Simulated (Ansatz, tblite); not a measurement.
# C₁₁H₂₁Cl₃Si: spin states and exact exchange

Aim: set other spin states of C₁₁H₂₁Cl₃Si against its singlet, on many levels of theory.

Method: as each input shows; program: Ansatz 0.2.0, Gaussian basis.

Levels to be run: triplet, at the geometry of the singlet (GFN1-xTB, GFN2-xTB, PBE0-D4/def2-TZVP, PBE-D4/def2-TZVP); the singlet's energies come from earlier runs.

## (1) The structure

The geometry is that of the singlet, from an earlier relaxation (PBE-D4/def2-SVP).

SMILES `C=CCCCCCCCCC[Si](Cl)(Cl)Cl`, 36 atoms, charge 0, spin multiplicity 1.

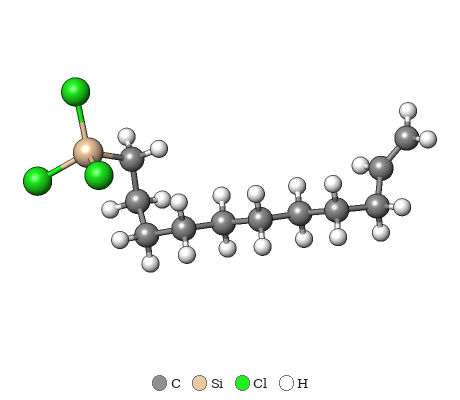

The geometry (carbon grey, silicon light orange, chlorine green, hydrogen white).

## (2) Triplet at the fixed geometry, GFN1-xTB

Tight binding, by tblite at 300 K electronic temperature and without a spin-polarisation term:

```python
tblite.interface.Calculator('GFN1-xTB', numbers, positions, charge=0, uhf=2).singlepoint()
```

Energy -1339.0471 eV; 0.087 s.

## (3) Triplet at the fixed geometry, GFN2-xTB

Tight binding, by tblite at 300 K electronic temperature and without a spin-polarisation term:

```python
tblite.interface.Calculator('GFN2-xTB', numbers, positions, charge=0, uhf=2).singlepoint()
```

Energy -1348.4095 eV; 0.12 s.

## (4) Triplet at the fixed geometry, PBE0-D4/def2-TZVP

File in.yaml:

```yaml
crystal:
  periodic: [false, false, false]
  atoms:
    - {symbol: C, position_ang: [-5.509744, -1.535547, 1.516682]}
    - {symbol: C, position_ang: [-4.737228, -0.657746, 0.852703]}
    - {symbol: C, position_ang: [-4.351698, 0.706629, 1.353725]}
    - {symbol: C, position_ang: [-2.847887, 0.869825, 1.655311]}
    - {symbol: C, position_ang: [-1.929135, 0.727891, 0.438367]}
    - {symbol: C, position_ang: [-0.449649, 0.958274, 0.756687]}
    - {symbol: C, position_ang: [0.470663, 0.822249, -0.459141]}
    - {symbol: C, position_ang: [1.951794, 1.042816, -0.138816]}
    - {symbol: C, position_ang: [2.883956, 1.008651, -1.358002]}
    - {symbol: C, position_ang: [2.859049, -0.291270, -2.177052]}
    - {symbol: C, position_ang: [3.188363, -1.575711, -1.395949]}
    - {symbol: Si, position_ang: [4.906606, -1.695820, -0.658427]}
    - {symbol: Cl, position_ang: [6.320457, -1.024087, -2.018327]}
    - {symbol: Cl, position_ang: [5.123978, -0.595675, 1.087843]}
    - {symbol: Cl, position_ang: [5.320449, -3.673186, -0.198654]}
    - {symbol: H, position_ang: [-5.937208, -1.291019, 2.504346]}
    - {symbol: H, position_ang: [-5.749078, -2.526948, 1.101047]}
    - {symbol: H, position_ang: [-4.336713, -0.952055, -0.135268]}
    - {symbol: H, position_ang: [-4.935461, 0.937791, 2.269917]}
    - {symbol: H, position_ang: [-4.641626, 1.469658, 0.594548]}
    - {symbol: H, position_ang: [-2.686830, 1.870697, 2.113675]}
    - {symbol: H, position_ang: [-2.553139, 0.127461, 2.429946]}
    - {symbol: H, position_ang: [-2.047946, -0.283772, -0.009569]}
    - {symbol: H, position_ang: [-2.251139, 1.444420, -0.351993]}
    - {symbol: H, position_ang: [-0.320022, 1.969217, 1.205944]}
    - {symbol: H, position_ang: [-0.126236, 0.240885, 1.544850]}
    - {symbol: H, position_ang: [0.322211, -0.185782, -0.908020]}
    - {symbol: H, position_ang: [0.151617, 1.544165, -1.245737]}
    - {symbol: H, position_ang: [2.285978, 0.294328, 0.613563]}
    - {symbol: H, position_ang: [2.070043, 2.026773, 0.365880]}
    - {symbol: H, position_ang: [3.923860, 1.213426, -1.021695]}
    - {symbol: H, position_ang: [2.620679, 1.846826, -2.040037]}
    - {symbol: H, position_ang: [1.858668, -0.421133, -2.643243]}
    - {symbol: H, position_ang: [3.572698, -0.195154, -3.022319]}
    - {symbol: H, position_ang: [2.472152, -1.752623, -0.563696]}
    - {symbol: H, position_ang: [3.107519, -2.464448, -2.059070]}
basis:
  gaussian: {orbitals: def2-TZVP, fitting: {mean_field: def2-universal-jkfit}}
magnetization: {spin_polarized: true, initial_magnetization: 2}
hamiltonian: {xc: pbe0, dispersion: d4}
scf: {omitted_lower_state_checks: [starts]}
output: {orbitals: {seedname: orbitals}}
```

The run is started by

```sh
ansatz run in.yaml --threads 2 --pin off --events-out ev --progress --plain --max-ram 32768MiB --backend cuda --devices 0, --max-vram 18GiB
```

Log:

```text
Functional definition: PBE0
  name "PBE0"
  cite "Adamo & Barone, J. Chem. Phys. 110, 6158 (1999) doi:10.1063/1.478522"
  cite "Perdew, Burke & Ernzerhof, Phys. Rev. Lett. 77, 3865 (1996) doi:10.1103/PhysRevLett.77.3865"
  parent pbe
  parameter a = 0.25
  parameter kappa = 0.804
  parameter beta = 0.06672455060314922
  exchange = (1 - a)*pbe_x(kappa = kappa, mu = beta*pi^2/3) + a*exact_x
  correlation = pbe_c(beta = beta)
these checks for a lower state are left out or cut short: starts
1715 factors; integrals over basis functions are off by at most 3.5e-1 eV
mean field evaluation 1: about -57131.5973 eV, gradient 7.9e1 eV
mean field evaluation 2: about -56461.1928 eV, gradient 2.2e2 eV
mean field evaluation 4: about -57168.6850 eV, gradient 2.2e1 eV
mean field evaluation 8: about -57171.4432 eV, gradient 6.4e-1 eV
mean field evaluation 16: about -57171.4559 eV, gradient 4.3e-3 eV
mean field -57171.45590919 eV, -2101.0122524581 hartree, gradient 5.9e-5 eV, S^2 2.008974; 0 other end points of the search recorded, 0 dependent functions left out
reference -57171.45597232 eV, -2101.0122547781 hartree; 77, 75 occupied and 538, 540 virtual orbitals, 1715 factors
Total energy: -57172.41081097 eV, -2101.0473444513 hartree
Checks for a lower state left out: starts
```

Run time: 16 s. Hardware: 1 × H100 (card shared with other runs) with 2 threads of AMD EPYC 7R13, shared host; peak host memory 1.2 GiB.

From the report: HOMO -3.24 eV, LUMO -3.81 eV (over both spins; with the spin held, an empty level of the minority spin lies below the top filled one); ⟨S²⟩ 2.009 (pure: 2.00).

## (5) Triplet at the fixed geometry, PBE-D4/def2-TZVP

start.molden holds the orbitals of an earlier run on this state, given as this run's starting guess.

in.yaml: that of step 4 with these lines changed.

```diff
@@ -40,5 +40,5 @@
 basis:
-  gaussian: {orbitals: def2-TZVP, fitting: {mean_field: def2-universal-jkfit}}
+  gaussian: {orbitals: def2-TZVP, fitting: {mean_field: def2-universal-jkfit}, initial_orbitals: start.molden}
 magnetization: {spin_polarized: true, initial_magnetization: 2}
-hamiltonian: {xc: pbe0, dispersion: d4}
+hamiltonian: {xc: pbe, dispersion: d4}
 scf: {omitted_lower_state_checks: [starts]}
```

The command is unchanged.

Log:

```text
Functional definition: PBE
  name "PBE"
  cite "Perdew, Burke & Ernzerhof, Phys. Rev. Lett. 77, 3865 (1996) doi:10.1103/PhysRevLett.77.3865"
  parent pbe
  parameter kappa = 0.804
  parameter beta = 0.06672455060314922
  exchange = pbe_x(kappa = kappa, mu = beta*pi^2/3)
  correlation = pbe_c(beta = beta)
these checks for a lower state are left out or cut short: starts
1715 factors; integrals over basis functions are off by at most 3.5e-1 eV
mean field evaluation 1: about -57165.0418 eV, gradient 1.4e1 eV
mean field evaluation 2: about -57165.3530 eV, gradient 3.9e-1 eV
mean field evaluation 4: about -57165.3673 eV, gradient 1.0e-2 eV
mean field -57165.36725674 eV, -2100.7884986074 hartree, gradient 2.6e-5 eV, S^2 2.006661; 0 other end points of the search recorded, 0 dependent functions left out
reference -57165.36734260 eV, -2100.7885017627 hartree; 77, 75 occupied and 538, 540 virtual orbitals, 1715 factors
Total energy: -57166.47251140 eV, -2100.8291159672 hartree
Checks for a lower state left out: starts
```

Wall time 13 s (1 × H100 (card shared with other runs) with 2 threads of AMD EPYC 7R13, shared host); peak host memory 1.1 GiB.

Report: HOMO -2.03 eV, LUMO -5.15 eV (over both spins; with the spin held, an empty level of the minority spin lies below the top filled one); ⟨S²⟩ 2.007 (pure: 2.00).

## (6) Triplet less singlet, vertical

The singlet's energies are those of its earlier runs, whose logs aren't repeated here.

```
            level  triplet less singlet, vertical (kcal/mol)    time
         GFN1-xTB                                     +118.2  0.14 s
         GFN2-xTB                                     +119.2  0.17 s
 PBE-D4/def2-TZVP                                      +99.2    20 s
PBE0-D4/def2-TZVP                                      +95.4    27 s
```

Times add the two runs; a level without a time comes out of a correlated run. Tight binding without a spin term can't rank spin states.

## (7) Summary of results

```
                                                quantity                                       value
triplet less singlet, vertical, functionals in def2-TZVP  +95.4 (PBE0-D4) to +99.2 kcal/mol (PBE-D4)
```

In words: All functionals put the triplet above the singlet, over a spread of 3.8 kcal/mol. The checks for a lower triplet were left out, so another state of that spin may lie lower. These are electronic energies, without zero-point motion, entropy or surroundings.
